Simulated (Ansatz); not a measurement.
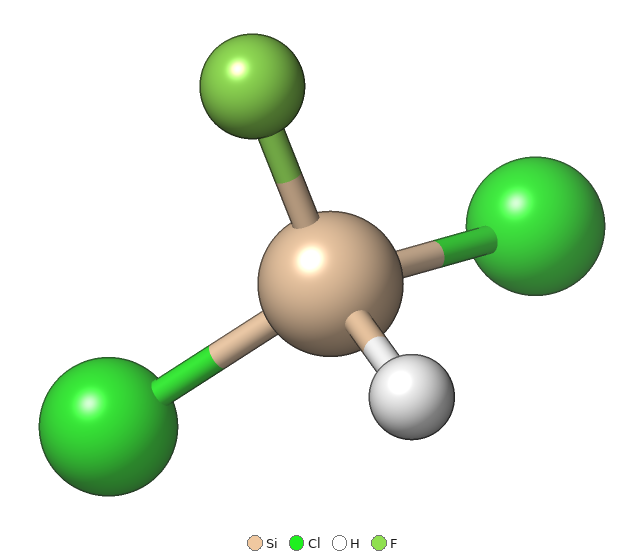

Ball-and-stick drawing of a structure.

The geometry was computed by an optimisation with PBE0-D4/def2-TZVP.

What does the picture show?

It has 5 atoms: 2 chlorine, 1 fluorine, 1 hydrogen and 1 silicon (Cl2FHSi). This geometry has Cs symmetry. Coordination: 1 Si tetrahedral.

The parts below concern this one geometry. Atoms keep their numbers from picture to picture.

## Vibrations

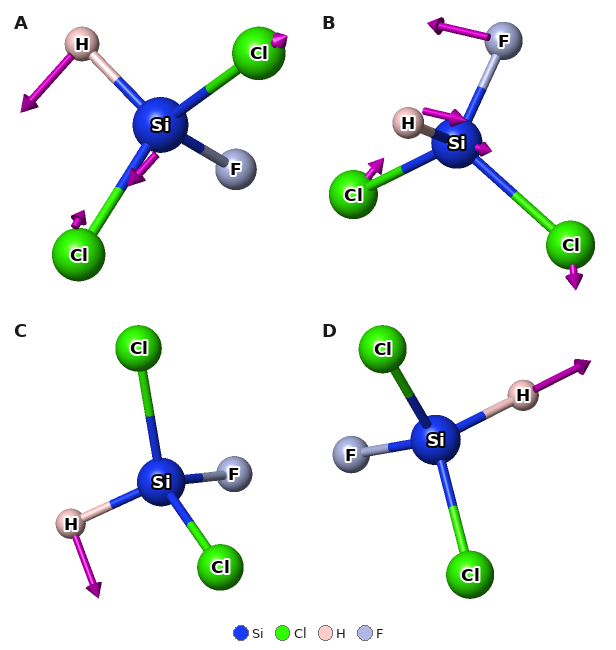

4 normal modes of one molecule or complex, as arrows. Harmonic vibrations computed with RKS PBE0-D4/def2-TZVP (Ansatz 0.2.0) at a stationary point of the same level.

Match the panels to the wavenumbers 241 cm⁻¹, 615 cm⁻¹, 815 cm⁻¹, 2322 cm⁻¹.

Answer. A: 615 cm⁻¹, out-of-phase stretching of 2 Cl–Si bonds
B: 241 cm⁻¹, Cl–Si–F bending
C: 815 cm⁻¹, Cl–Si–H bending
D: 2322 cm⁻¹, Si–H stretching

## Thermal motion

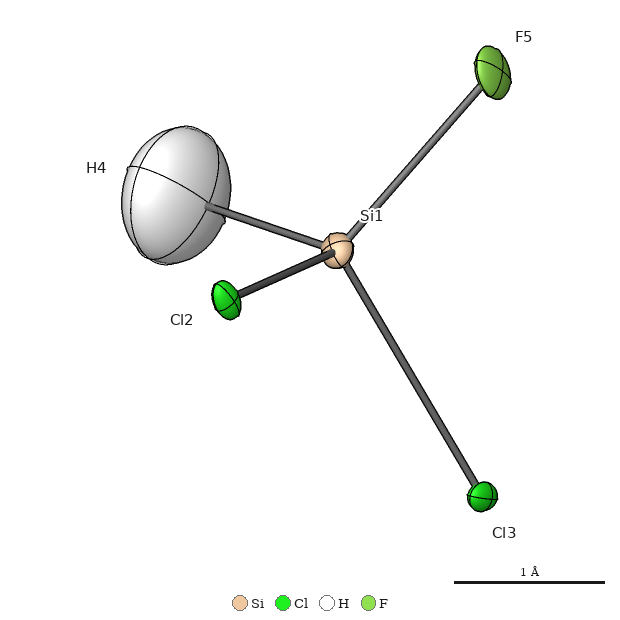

Displacement ellipsoids at the 50 % level, enlarged 2 times, from the internal vibrations of the free molecule (harmonic, no overall translation or rotation; no half-axis is drawn under 0.075 Å). Vibrations computed with RKS PBE0-D4/def2-TZVP (Ansatz 0.2.0). Temperature: 298 K.

Give the displacement parameters, one line for each set of equivalent atoms.

```csv
atom,U_eq (Å²),rms amplitudes (Å)
Si1,0.0014,"0.031, 0.037, 0.043"
"Cl2, Cl3",0.0012,"0.012, 0.033, 0.050"
H4,0.0181,"0.092, 0.151, 0.152"
F5,0.0027,"0.022, 0.057, 0.066"
```

## Charges

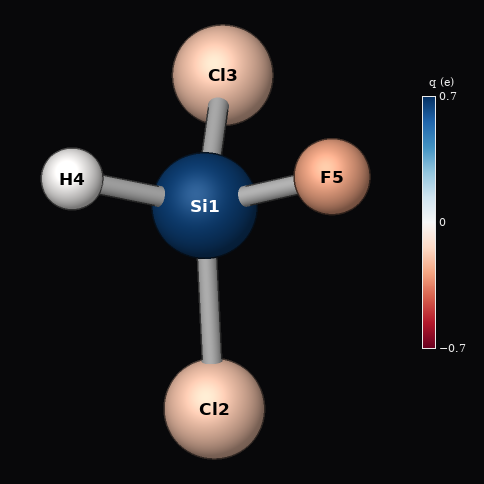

Atoms are coloured by their Mulliken charges. Level of theory: RKS PBE0-D4/def2-TZVP (Ansatz 0.2.0).

Which atom carries the highest charge (most positive or least negative)?

Answer. Si1 (0.66 e).

And the lowest?

Answer. F5 (−0.27 e).

List the Mulliken charges.

| atom | value (e) |
| --- | --- |
| Si1 | 0.66 |
| Cl2 | −0.19 |
| Cl3 | −0.19 |
| H4 | −0.01 |
| F5 | −0.27 |

Mulliken values depend strongly on the basis set and can even reverse the polarity of a bond.
